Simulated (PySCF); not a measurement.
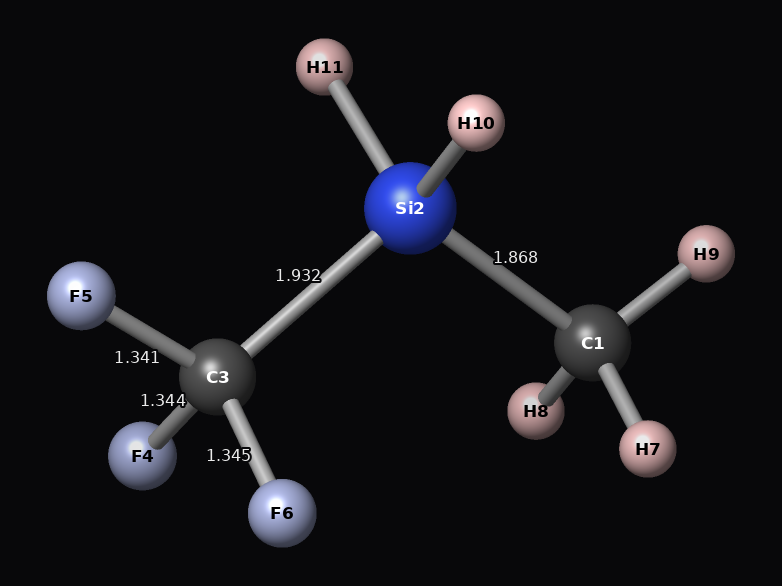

The numbers beside the sticks are distances in Å. Sticks don't show bond order. Computed geometry: PBE0-D3(BJ)/def2-SVP optimisation. No frequency run is at hand to confirm it as a minimum.

Question: Assign a bond order to each marked bond.

Answer: C1–Si2 single; Si2–C3 single; C3–F4 single; C3–F5 single; C3–F6 single.

Question: Write the SMILES.

Answer: C[SiH2]C(F)(F)F
